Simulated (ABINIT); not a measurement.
# Quasiparticle gap of SrTiO3 (Tausonite) in ABINIT

How does a plane-wave GW calculation on SrTiO3 (Tausonite) run from the first input to the gap?

Calculated with ABINIT 10.8.3; PBE and many-body steps on it, plane waves.

**The experiments to reproduce.**

- Gap 3.77 eV: direct gap (M0 critical point); spectroscopic ellipsometry, second-derivative fit; 300 K; bulk crystal (commercial single crystal) (“Optical probe of ferroelectric order in bulk and thin film perovskite titanates”, 2013, arxiv:1309.1245).

This is a report of a sequence of runs, with most program output left out.

### Step 1. Starting point

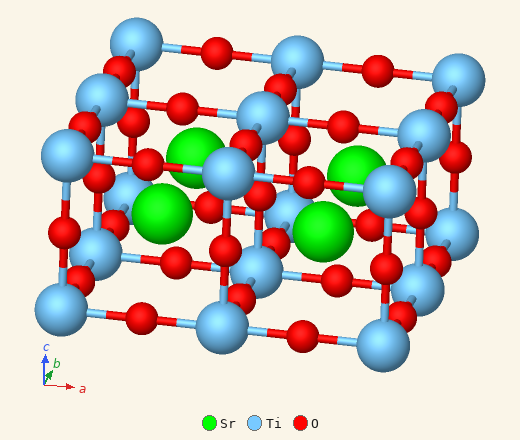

The cell as given, slightly off an axis (strontium green, titanium blue, oxygen red). 2×2×1 cells are drawn. Some periodic images of atoms are drawn too.

The cell and positions come from the Crystallography Open Database and are kept as given unless a step says otherwise.

### Step 2. Ground state

This step: ABINIT 10.8.3; DFT, PBE, plane waves, norm-conserving pseudopotentials.

The ground-state density comes first.

run.abi reads:

```
acell 3*1.0 Angstrom
rprim 
  3.905280000000 0.000000000000 0.000000000000
  0.000000000000 3.905280000000 0.000000000000
  0.000000000000 0.000000000000 3.905280000000
ntypat 3
znucl 38 22 8
natom 5
typat 1 2 3 3 3
xred 
  0.500000000000 0.500000000000 0.500000000000
  0.000000000000 0.000000000000 0.000000000000
  0.500000000000 0.000000000000 0.000000000000
  0.000000000000 0.500000000000 0.000000000000
  0.000000000000 0.000000000000 0.500000000000
pp_dirpath "pseudos"
pseudos "Sr.upf, Ti.upf, O.upf"
ecut 38
ngkpt 6 6 6
nshiftk 1
shiftk 0 0 0
kptopt 1
chksymbreak 0
nband 26
occopt 1
tolvrs 1e-10
nstep 60
prtwf 0
indata_prefix "in"
outdata_prefix "out"
tmpdata_prefix "tmp"
```

The run is started by

```console
$ OMP_NUM_THREADS=1 mpirun -n 4 abinit run.abi > log
```

Wall time 41 s (4 MPI ranks of Arm Neoverse V1, shared host); peak memory 0.34 GiB; 2.7 min of CPU time.

This step gave:

```yaml
total_energy: -3905.9454 eV
gap: 1.908 eV
k_of_the_valence_top: 0.5, 0.5, 0.5
k_of_the_conduction_bottom: 0, 0, 0
least_direct_gap: 2.263 eV
pressure: 3.441 GPa
```

The gap is indirect, with the least direct gap 0.36 eV higher.

The cutoff was set for levels, not for stress, so the pressure can be off by some GPa.

### Step 3. Empty states on the mesh, 4×4×4 mesh, 124 bands

The sums over transitions need many empty states on a uniform mesh; this step solves for them.

Edit run.abi of step 2 so:

```diff
@@ -18,3 +18,3 @@
 ecut 38
-ngkpt 6 6 6
+ngkpt 4 4 4
 nshiftk 1
@@ -23,7 +23,10 @@
 chksymbreak 0
-nband 26
+irdden 1
+istwfk *1
+nband 124
+prtvol 0
+optdriver 6
+gwr_task "HDIAGO"
+paral_kgb 0
 occopt 1
-tolvrs 1e-10
-nstep 60
-prtwf 0
 indata_prefix "in"
```

It took 3.5 min on 4 MPI ranks; peak memory 4.6 GiB.

Numbers from this step:

- gap: 1.908 eV
- k of the valence top: 0.5, 0.5, 0.5
- k of the conduction bottom: 0, 0, 0
- least direct gap: 2.263 eV
- k points computed: 10
- lowest point of the top converged band, above the valence top: 67.7974 eV

On this mesh the gap is 1.908 eV.

### Step 4. Screening, 4×4×4 mesh, 116 bands, screening to 136.1 eV

The RPA dielectric matrix is built and inverted for each q.

This step: RPA screening on PBE, plane waves, norm-conserving pseudopotentials.

Edit run.abi of step 3 so:

```diff
@@ -23,10 +23,11 @@
 chksymbreak 0
-irdden 1
 istwfk *1
-nband 124
-prtvol 0
-optdriver 6
-gwr_task "HDIAGO"
-paral_kgb 0
 occopt 1
+irdwfk 1
+optdriver 3
+nband 116
+ecuteps 5
+inclvkb 2
+awtr 1
+symchi 1
 indata_prefix "in"
```

Wall time 68 s (4 MPI ranks); peak memory 1.1 GiB.

This step gave:

```yaml
eps_infinity_with_local_fields_on_this_mesh_along_the_program_s_q_direction: 6.409
the_same_without_local_fields: 6.768
plasma_frequency: 30.43 eV
plane_waves_in_the_screening_matrix: 203
```

Local fields lower ε∞ by 5 %. On a Γ-centred mesh this coarse the value itself is usually too large, while a short band sum pulls it down.

### Step 5. Self-energy, 4×4×4 mesh, 116 bands, screening to 136.1 eV

The self-energy is evaluated for the states that the input lists, and the levels follow from it, in one-shot runs by the linearised quasiparticle equation.

This step: G0W0 on PBE, plane waves, norm-conserving pseudopotentials.

Edit run.abi of step 4 so:

```diff
@@ -26,8 +26,17 @@
 irdwfk 1
-optdriver 3
+optdriver 4
 nband 116
+gwcalctyp 0
+ecutsigx 38
+symsigma 1
+nkptgw 2
+kptgw 
+  0.5000000000 0.5000000000 0.5000000000
+  0.0000000000 0.0000000000 0.0000000000
+bdgw 
+  18 23
+  18 23
 ecuteps 5
-inclvkb 2
-awtr 1
-symchi 1
+irdscr 1
+ppmodel 1
 indata_prefix "in"
```

It took 12 s on 4 MPI ranks; peak memory 0.92 GiB; 48 s of CPU time.

Numbers from this step:

```yaml
g0w0_gap_on_the_points_computed: 3.495 eV
starting_gap_on_the_mesh: 1.908 eV
k_of_the_valence_top: 0.5, 0.5, 0.5
k_of_the_conduction_bottom: 0, 0, 0
z_at_the_valence_top: 0.769
z_at_the_conduction_bottom: 0.783
least_direct_g0w0_gap_on_the_computed_points: 3.861 eV
```

The gap on the mesh goes from 1.91 eV to 3.50 eV, a correction of +1.59 eV.

Limits: finite bands, cutoff and mesh; no spin-orbit coupling; coarse k mesh. v1 is the top filled band, c1 the lowest empty one. The levels before and after the correction (eV, zero at the valence-band top of each column):

```tsv
	conduction bottom	valence top
Kohn-Sham	1.91	0.00
G0W0	3.50	0.00
```

```tsv
	level	energy (eV)
Kohn-Sham	(0.5 0.5 0.5) v3-v1	0.000
Kohn-Sham	(0.5 0.5 0.5) c1-c3	4.517
Kohn-Sham	Γ v3-v1	-0.355
Kohn-Sham	Γ c1-c3	1.908
G0W0	(0.5 0.5 0.5) v3-v1	0.000
G0W0	(0.5 0.5 0.5) c1-c3	6.459
G0W0	Γ v3-v1	-0.366
G0W0	Γ c1-c3	3.495
```

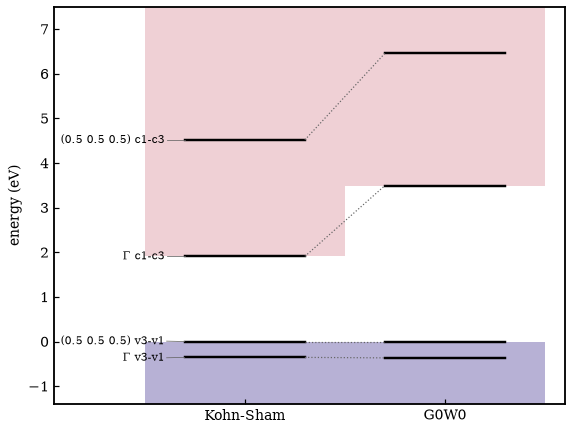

Levels before and after the correction. Shaded: valence and conduction bands.

### Step 6. Where the time went

Times are wall times on 4 MPI ranks of Arm Neoverse V1, shared host, good to a factor of about two.

```tsv
step	time	share	memory (GiB)
ground state	41 s	12 %	0.34
empty states on the mesh	3.5 min	63 %	4.6
screening	68 s	21 %	1.1
self-energy	12 s	4 %	0.92
```

### Step 7. What came out

| Property | Result |
| --- | --- |
| PBE gap | 1.91 eV, indirect |
| G0W0 gap on the mesh | 3.50 eV |
| GW settings | 4×4×4 mesh, 116 bands, screening to 136.1 eV, Godby-Needs plasmon pole |
| known limits | not at the basis limit; no spin-orbit coupling; coarse k mesh |

What this shows: G0W0 moves the gap on the mesh from 1.91 eV to 3.50 eV (+1.59 eV), with Z of 0.77 and 0.78 at the edges. Local fields lower the RPA ε∞ on this mesh from 6.77 to 6.41; a Γ-centred mesh this coarse tends to raise both, most where the direct gap is narrow, while a short band sum lowers them. Only 2 of the mesh's irreducible points were corrected, so a valley elsewhere could overtake. The dearest step here is «empty states on the mesh». Against experiment, by G0W0@PBE: the direct gap of 3.86 eV lies +0.09 eV from the measured 3.77 eV (direct, 300 K, 2013). An exciton line or allowed optical edge lies below the quasiparticle gap by the binding energy; a forbidden edge can push the onset above it. The calculation has static nuclei and no excitons; a measured gap holds zero-point and thermal motion, which mostly lowers it. Bands and cutoff are finite, so the gap is not at the basis limit. The miss can reach some tenths of an eV and take either sign; the mesh is an error of its own. In the G0W0 run levels were corrected at 2 k points alone, so a gap called «on the mesh» is the least over those, and an edge elsewhere would be missed. The 4×4×4 mesh is coarse for this cell, which bears on the long-range parts of exchange and screening. This is the ideal cubic cell; many perovskites, halides above all, are cubic only on average, and local tilts or off-centring can widen the gap. The many-body steps are scalar-relativistic: spin-orbit coupling is not in them.

[Paths, hosts, dates, memory and timing lines, banners, echoed tables and standing remarks are left out of the program output.]

[Logs are printed without paths, hosts, clocks, repeated set-up lines and the standing remarks that a program may print on its own settings, such as how far it seeks lower states.]

[Runs of the session that timed out or met a known fault of the program may be left out.]

[Hosts, paths, dates, database ids (printed as entryN), source tags and the programs' standing remarks are cut or masked in the printed files.]

[G0W0 gaps are taken among the corrected bands and points alone; a level outside them can change the order at an edge.]

[Where Ansatz stands beside ABINIT at settings called matched, ABINIT's density can come from a denser mesh and the files from another edition; pairs whose starting gaps differed by over 0.03 eV were left out, so agreement reads better than it is.]
